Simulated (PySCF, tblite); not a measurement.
# C₆H₁₂N radical: geometry, infrared bands and EPR parameters

Wanted: the infrared bands and EPR parameters of C₆H₁₂N radical (`CCN1[CH]C[C@@H]1C`), by calculation.

Computed with tblite 0.8.0 and PySCF 2.14.0, with density-fitted response routines of our own, on a single molecule in the gas phase. Atoms are numbered from 0 throughout.

### 1 Starting geometry

19 atoms, charge 0, multiplicity 2; geometry from: force field or distance geometry start.

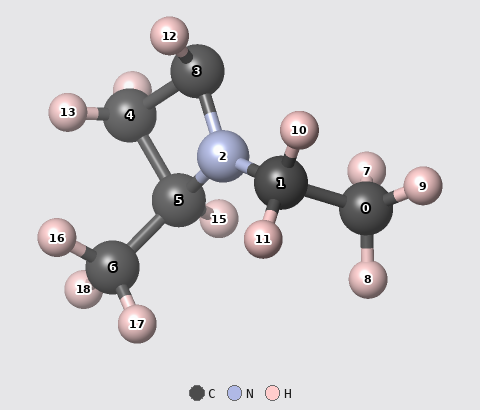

As it starts; carbon dark grey, nitrogen light blue, hydrogen pink, atoms numbered; sticks join atoms by distance.

### 2 Relaxing the molecule with GFN2-xTB

What the job is given:

```
{"job": {"kind": "relax", "xc": "GFN2-xTB", "basis": "xTB"}, "charge": 0, "multiplicity": 2}
C      2.318800    -0.675300     0.032900
C      1.337000     0.270300     0.753100
N      0.252400     0.465000    -0.014900
C     -0.083500     1.580600    -0.814600
C     -1.426500     0.855900    -1.035700
C     -0.778700    -0.380700    -0.404700
C     -1.750800    -0.915200     0.601600
H      2.099100    -0.553800    -1.040700
H      2.182800    -1.710400     0.400200
H      3.370400    -0.334200     0.176000
H      1.913500     1.207500     0.920700
H      1.187900    -0.165400     1.783600
H     -0.167600     2.513400    -0.235600
H     -2.161600     1.336000    -0.390600
H     -1.664100     0.765400    -2.099500
H     -0.486800    -1.127100    -1.147600
H     -2.333700    -0.069300     1.080300
H     -1.315600    -1.553000     1.385800
H     -2.502800    -1.500600     0.042300
```

Launch:

```console
OMP_NUM_THREADS=1 python probes_run.py task.json out
```

One launch serves the whole session: the jobs run in the order shown.

The log of the run:

```text
step      E/eV     max force
  0    -592.39079    4.235
  1    -592.77185    2.070
  2    -592.91016    0.825
  3    -592.99223    0.728
  4    -593.09332    0.747
  5    -593.14320    0.510
  6    -593.17720    0.509
  7    -593.20450    0.459
  8    -593.22894    0.385
  9    -593.24867    0.340
 10    -593.26570    0.342
 11    -593.27881    0.318
 12    -593.28809    0.207
 13    -593.29440    0.173
 14    -593.29945    0.191
 15    -593.30466    0.180
 16    -593.30945    0.166
 17    -593.31287    0.163
 18    -593.31539    0.126
 19    -593.31821    0.140
 20    -593.32235    0.190
 21    -593.32776    0.215
 22    -593.33324    0.179
 23    -593.33785    0.139
 24    -593.34225    0.160
 25    -593.34653    0.190
 26    -593.35050    0.194
 27    -593.35432    0.151
 28    -593.35807    0.172
 29    -593.36176    0.168
 30    -593.36534    0.157
 31    -593.36879    0.149
 32    -593.37235    0.150
 33    -593.37612    0.154
 34    -593.37967    0.145
 35    -593.38237    0.125
 36    -593.38412    0.110
 37    -593.38529    0.095
 38    -593.38656    0.076
 39    -593.38764    0.057
 40    -593.38850    0.060
 41    -593.38925    0.062
 42    -593.39006    0.067
 43    -593.39075    0.067
 44    -593.39142    0.070
 45    -593.39213    0.070
 46    -593.39300    0.067
 47    -593.39404    0.087
 48    -593.39512    0.076
 49    -593.39606    0.062
 50    -593.39684    0.061
 51    -593.39755    0.057
 52    -593.39825    0.056
 53    -593.39886    0.054
 54    -593.39930    0.049
 55    -593.39961    0.050
 56    -593.39989    0.055
 57    -593.40019    0.041
 58    -593.40053    0.051
 59    -593.40081    0.056
 60    -593.40125    0.048
 61    -593.40170    0.050
 62    -593.40212    0.047
 63    -593.40245    0.038
 64    -593.40273    0.036
 65    -593.40301    0.037
 66    -593.40328    0.044
 67    -593.40353    0.050
 68    -593.40376    0.052
 69    -593.40401    0.048
 70    -593.40432    0.041
 71    -593.40468    0.042
 72    -593.40514    0.049
 73    -593.40574    0.062
 74    -593.40649    0.070
 75    -593.40750    0.066
 76    -593.40859    0.069
 77    -593.40935    0.058
 78    -593.40987    0.061
 79    -593.41050    0.058
 80    -593.41096    0.050
 81    -593.41131    0.038
 82    -593.41150    0.030
 83    -593.41164    0.028
 84    -593.41178    0.032
 85    -593.41194    0.035
 86    -593.41213    0.033
 87    -593.41235    0.033
 88    -593.41264    0.034
 89    -593.41304    0.050
 90    -593.41352    0.051
 91    -593.41401    0.063
 92    -593.41452    0.059
 93    -593.41507    0.036
 94    -593.41536    0.035
 95    -593.41576    0.037
 96    -593.41597    0.037
 97    -593.41608    0.035
 98    -593.41617    0.034
 99    -593.41632    0.030
100    -593.41651    0.032
101    -593.41662    0.022
102    -593.41669    0.021
103    -593.41676    0.018
104    -593.41683    0.020
105    -593.41690    0.023
106    -593.41696    0.023
107    -593.41703    0.022
108    -593.41714    0.022
109    -593.41728    0.026
110    -593.41738    0.018
111    -593.41743    0.012
112    -593.41745    0.010
113    -593.41747    0.010
114    -593.41749    0.011
115    -593.41752    0.014
116    -593.41755    0.017
117    -593.41761    0.018
118    -593.41770    0.021
119    -593.41779    0.022
120    -593.41787    0.023
121    -593.41794    0.021
122    -593.41800    0.017
123    -593.41805    0.014
124    -593.41808    0.011
125    -593.41810    0.009
```

Run time: 1.1 s. Hardware: 1 thread of Arm Neoverse N1, shared host; peak memory 0.18 GiB.

Along the way: (not every step is listed)

| step | energy from step 0 (eV) | largest force (eV/Å) |
| --- | --- | --- |
| 0 | 0.0000 | 4.2351 |
| 1 | -0.3811 | 2.0702 |
| 2 | -0.5194 | 0.8251 |
| 3 | -0.6014 | 0.7284 |
| 4 | -0.7025 | 0.7475 |
| 5 | -0.7524 | 0.5101 |
| 6 | -0.7864 | 0.5093 |
| 7 | -0.8137 | 0.4590 |
| 8 | -0.8381 | 0.3848 |
| 19 | -0.9274 | 0.1397 |
| 30 | -0.9745 | 0.1571 |
| 41 | -0.9985 | 0.0620 |
| 52 | -1.0075 | 0.0557 |
| 63 | -1.0117 | 0.0379 |
| 74 | -1.0157 | 0.0697 |
| 85 | -1.0211 | 0.0349 |
| 96 | -1.0252 | 0.0368 |
| 107 | -1.0262 | 0.0225 |
| 118 | -1.0269 | 0.0214 |
| 120 | -1.0271 | 0.0233 |
| 121 | -1.0272 | 0.0212 |
| 122 | -1.0272 | 0.0169 |
| 123 | -1.0273 | 0.0136 |
| 124 | -1.0273 | 0.0108 |
| 125 | -1.0273 | 0.0091 |

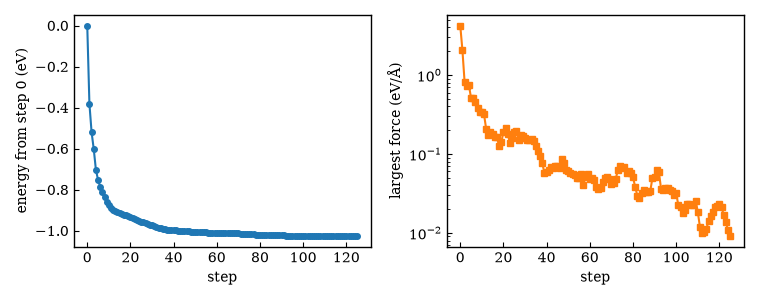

Energy and largest force along the relaxation.

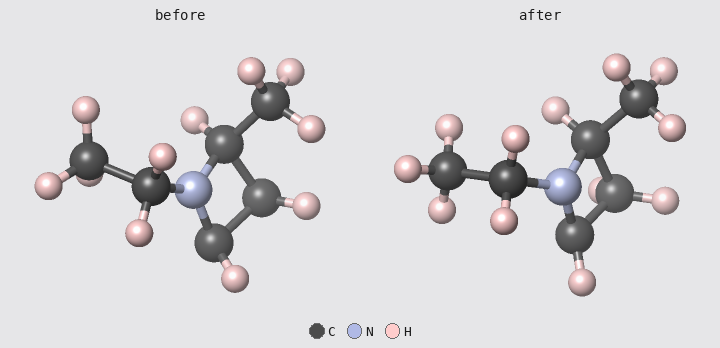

The geometry before (left) and after (right).

Close pairs (by a distance rule), those that changed most:

| bond | before (Å) | after (Å) | change (Å) |
| --- | --- | --- | --- |
| C1–N2 | 1.343 | 1.433 | +0.090 |
| N2–C5 | 1.389 | 1.460 | +0.071 |
| C6–H16 | 1.133 | 1.087 | -0.046 |
| C3–C4 | 1.542 | 1.500 | -0.042 |
| C1–H11 | 1.129 | 1.095 | -0.034 |
| C0–H9 | 1.115 | 1.087 | -0.028 |
| C3–H12 | 1.101 | 1.076 | -0.025 |
| C5–C6 | 1.498 | 1.519 | +0.021 |

The next job starts from the end point, and lists it.

### 3 Infrared spectrum with GFN2-xTB

What the job is given:

```
{"job": {"kind": "ir", "xc": "GFN2-xTB", "basis": "xTB"}, "charge": 0, "multiplicity": 2}
C      2.359564    -0.451836    -0.167166
C      1.389274     0.160285     0.850190
N      0.120207     0.528733     0.295269
C     -0.113470     1.473804    -0.710146
C     -1.339338     0.752246    -1.184613
C     -0.888476    -0.381456    -0.240532
C     -1.889145    -0.858212     0.797561
H      2.494427     0.235968    -0.998626
H      1.973198    -1.392886    -0.551752
H      3.323044    -0.637855     0.299726
H      1.836016     1.066972     1.270659
H      1.208762    -0.548194     1.665215
H      0.050214     2.526760    -0.562570
H     -2.299097     1.199602    -0.911041
H     -1.362851     0.498558    -2.245601
H     -0.461271    -1.238758    -0.775183
H     -2.278384    -0.008603     1.353322
H     -1.417060    -1.545027     1.497040
H     -2.715417    -1.370849     0.310788
```

The log of the run:

```text
mode    cm-1     km/mol
  1      62.8      0.21
  2     112.0      3.06
  3     178.8      0.23
  4     190.2      0.41
  5     200.3      0.17
  6     251.2      0.26
  7     353.5      1.07
  8     398.9      3.27
  9     492.4     24.98
 10     592.0      9.86
 11     680.7      4.37
 12     799.7      1.91
 13     830.4      7.83
 14     910.4      0.81
 15     933.0      0.12
 16     976.7     10.36
 17     998.4      7.48
 18    1030.9      1.56
 19    1057.1     12.34
 20    1067.7      3.98
 21    1082.3      7.24
 22    1121.6      0.85
 23    1152.7      8.07
 24    1188.2      3.32
 25    1207.5      2.46
 26    1224.7      6.24
 27    1233.9      5.44
 28    1286.8      8.89
 29    1320.0     29.01
 30    1322.5     10.35
 31    1390.0     11.05
 32    1398.6      8.94
 33    1407.5     25.23
 34    1459.9      0.23
 35    1466.3      0.52
 36    1487.4      1.77
 37    1491.3      2.95
 38    1495.4      2.14
 39    1499.0      0.89
 40    2884.5     48.37
 41    2910.7     71.26
 42    2940.7     36.99
 43    2949.0     41.07
 44    2961.2     62.99
 45    3027.5     33.38
 46    3036.5     18.99
 47    3036.7     52.84
 48    3041.9      7.27
 49    3042.2     34.18
 50    3042.4     43.29
 51    3079.7     88.21
```

It took 0.86 s on 1 thread of Arm Neoverse N1, shared host; peak memory 0.18 GiB.

Which atoms move in the most intense modes:

| cm⁻¹ | km/mol | atoms |
| --- | --- | --- |
| 2884 | 48.4 | H15 89 % |
| 2911 | 71.3 | H13 80 % |
| 2941 | 37.0 | H11 65 %, H10 25 % |
| 2949 | 41.1 | H10 68 %, H11 28 % |
| 2961 | 63.0 | H14 83 %, H13 11 % |
| 3037 | 52.8 | H18 81 % |
| 3042 | 43.3 | H9 78 % |
| 3080 | 88.2 | H12 92 % |

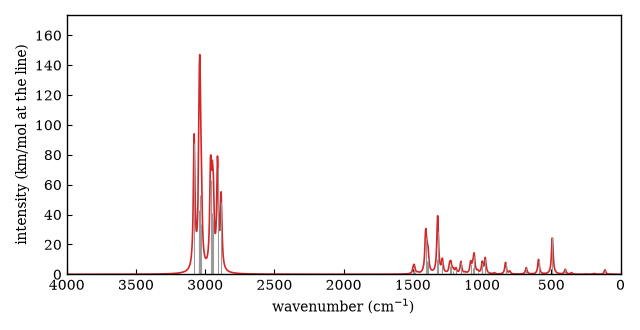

The infrared spectrum from these modes, unscaled. Lines are broadened to a width of 14 cm⁻¹ (Lorentzian).

### 4 g tensor and hyperfine couplings: B3LYP/pcH-1

Settings changed since step 3:

```diff
@@ -1,2 +1,2 @@
-{"job": {"kind": "ir", "xc": "GFN2-xTB", "basis": "xTB"}, "charge": 0, "multiplicity": 2}
+{"job": {"kind": "epr", "basis": "pcH-1"}, "charge": 0, "multiplicity": 2}
 C      2.359564    -0.451836    -0.167166
```

With the program's defaults for keys left out, this is: UKS B3LYP, pcH-1 on C H N, non-relativistic, mean-field spin-orbit, GIAO.

The log of the run:

```text
UKS, coarse grid
  cycle   1  E = -290.49473327  |g| = 3.33e-01
  cycle   2  E = -290.48248123  |g| = 3.74e-01
  cycle   3  E = -290.55490252  |g| = 2.55e-02
  cycle   4  E = -290.55515813  |g| = 1.45e-02
  cycle   5  E = -290.55524902  |g| = 5.37e-03
  cycle   6  E = -290.55526612  |g| = 1.17e-03
  cycle   7  E = -290.55526775  |g| = 6.57e-04
UKS, final grid
  cycle   1  E = -290.55525739  |g| = 8.25e-04
  cycle   2  E = -290.55525709  |g| = 1.22e-03
  cycle   3  E = -290.55525771  |g| = 1.36e-04
  cycle   4  E = -290.55525771  |g| = 5.20e-05
  cycle   5  E = -290.55525772  |g| = 1.70e-05
E = -290.55525772 Eh   <S^2> = 0.7535 (exact 0.7500)
g shifts (ppm)      1          2          3
  rmc          -174       -174       -174
  gc              4         34         26
  oz_so         -28        830       1437
  total        -198        690       1289
hyperfine (MHz)  atom isotope    a_iso     a_fc   dipolar eigenvalues
    0   13C       4.16       4.16     -3.18     -1.75      4.94
    1   13C      21.03      21.03     -2.81     -1.98      4.80
    2   14N      14.32      14.32    -13.35    -13.26     26.61
    3   13C     146.53     146.53    -65.02    -63.62    128.64
    4   13C     -17.47     -17.47     -2.53      0.06      2.47
    5   13C      -2.66      -2.66     -1.60     -0.71      2.31
    6   13C      18.26      18.26     -0.82     -0.80      1.62
    7    1H      -1.91      -1.91     -4.80     -1.96      6.76
    8    1H      -1.39      -1.39     -1.96     -1.42      3.38
    9    1H      -1.22      -1.22     -2.32     -1.02      3.34
   10    1H       5.83       5.83     -3.79     -3.02      6.81
   11    1H       2.62       2.62     -3.88     -2.83      6.71
   12    1H      12.89      12.89    -29.27     -2.00     31.27
   13    1H      60.80      60.80     -3.83     -2.68      6.51
   14    1H      69.15      69.15     -4.80     -3.91      8.71
   15    1H       5.66       5.66     -3.62     -2.37      5.99
   16    1H       0.97       0.97     -2.06     -1.95      4.01
   17    1H      -0.20      -0.20     -1.75     -1.50      3.25
   18    1H       0.58       0.58     -1.38     -1.10      2.48
```

Run time: 2 min. Hardware: 1 thread of Arm Neoverse N1, shared host; peak memory 0.98 GiB.

Principal g values 2.00212, 2.00301, 2.00361; g(iso) = 2.00291, against 2.00232 for a free electron.

Hyperfine couplings; where a row names several nuclei, a(iso) is their mean (it holds for fast rotation or exchange) and the dipolar term the largest among them:

| nuclei | isotope | a(iso) (MHz) | a(iso) (G, at g = 2.0023) | largest dipolar term (MHz) |
| --- | --- | --- | --- | --- |
| C3 | 13C | 146.5 | 52.3 | 128.6 |
| H14 | 1H | 69.1 | 24.7 | 8.7 |
| H13 | 1H | 60.8 | 21.7 | 6.5 |
| C1 | 13C | 21.0 | 7.5 | 4.8 |
| C6 | 13C | 18.3 | 6.5 | 1.6 |
| C4 | 13C | -17.5 | -6.2 | -2.5 |
| N2 | 14N | 14.3 | 5.1 | 26.6 |
| H12 | 1H | 12.9 | 4.6 | 31.3 |
| H10 | 1H | 5.8 | 2.1 | 6.8 |
| H15 | 1H | 5.7 | 2.0 | 6.0 |
| C0 | 13C | 4.2 | 1.5 | 4.9 |
| C5 | 13C | -2.7 | -0.9 | 2.3 |
| H11 | 1H | 2.6 | 0.9 | 6.7 |
| H7, H8, H9 | 1H | -1.5 | -0.5 | 6.8 |

Mulliken spin populations:

C0 0.03; C1 0.00; N2 0.18; C3 0.79; C4 -0.06; C5 -0.01; C6 0.00; H7 0.00; H8 0.00; H9 0.00; H10 0.00; H11 0.00; H12 -0.01; H13 0.03; H14 0.02; H15 0.01; H16 0.00; H17 0.00; H18 0.00

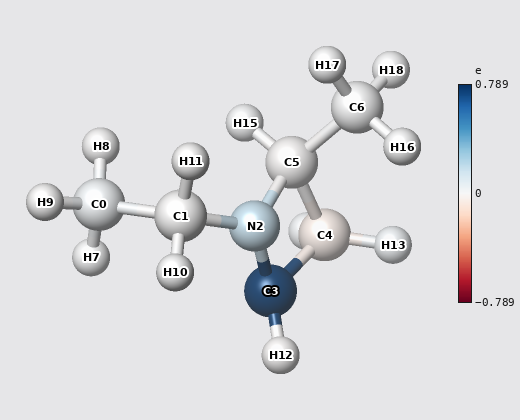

Mulliken spin populations, as colours on the atoms.

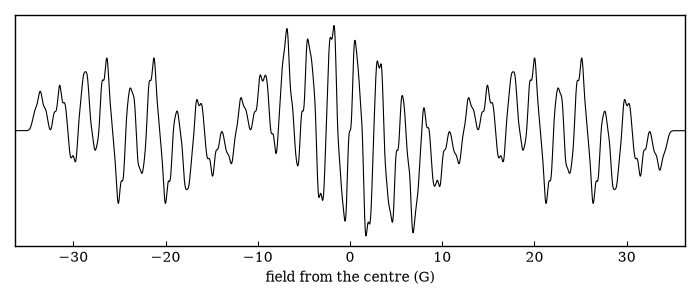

First-order isotropic spectrum (first derivative, main isotopes with spin only, couplings over 0.8 MHz, Gaussian width 0.3 G; couplings of the frozen geometry, rotation of groups not averaged beyond the rows shown).

The fields below are evaluated on a grid from the run's orbitals.

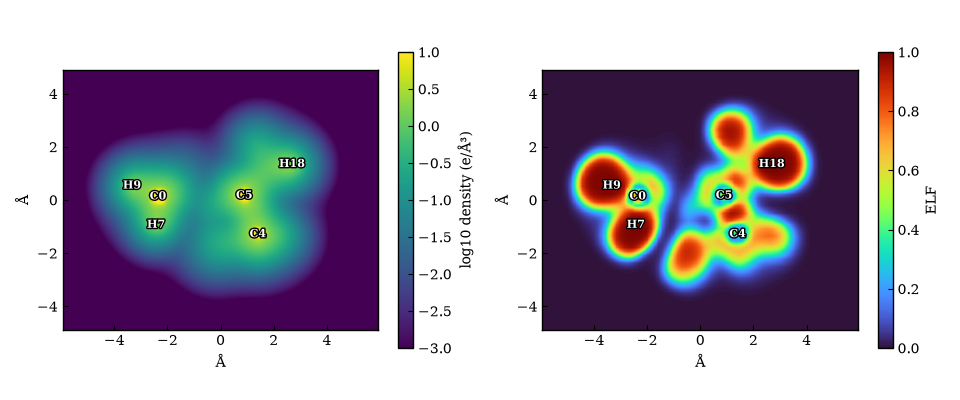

Density (left) and ELF (right) in a plane through or near 6 of the atoms.

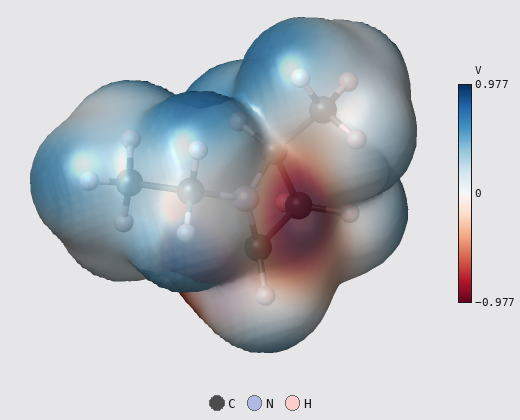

Electrostatic potential on the surface of density 0.002 e/bohr³; red is low, blue high. It runs from -0.98 V near N2 to 0.64 V near H11.

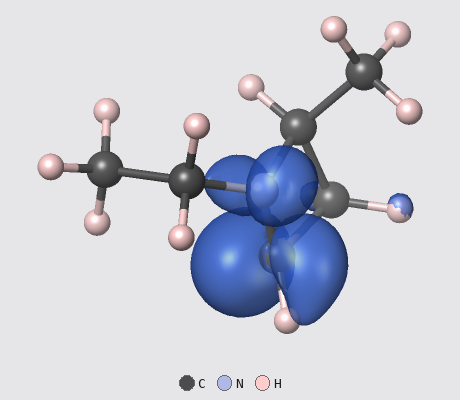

Spin density at ±0.04 e/Å³ (alpha excess blue, beta excess red).

### 5 Results

```
                                                                  quantity                 value
                                 strongest single infrared mode (GFN2-xTB)  3080 cm⁻¹, 88 km/mol
                                              zero-point energy (GFN2-xTB)        104.8 kcal/mol
                                                            g(iso) (B3LYP)               2.00291
                                                                      ⟨S²⟩    0.754 (exact 0.75)
                                        largest a(iso) (averaged by class)  13C on C3, 146.5 MHz
potential on the surface of density 0.002 e/bohr³, 1st and 99th percentile    -0.98 V and 0.64 V
```

Over 125 steps the energy fell by 1.027 eV; of the close pairs, C1–N2 changed most, 1.343 to 1.433 Å. No mode is imaginary among the 51: a minimum at this level. The strongest single mode, at 3080 cm⁻¹, moves mainly H12. GFN2-xTB is a fitted tight-binding method: band positions and strengths are rough. Its intensities can rank the bands wrongly. Most of the unpaired spin sits on C3 (0.79 e). The isotropic g lies 0.6 ppt above the free-electron value. These values are for one conformer; the search (at its own cheap level) found 1 more, at 0.76 kcal/mol, and measured spectra average over such forms.
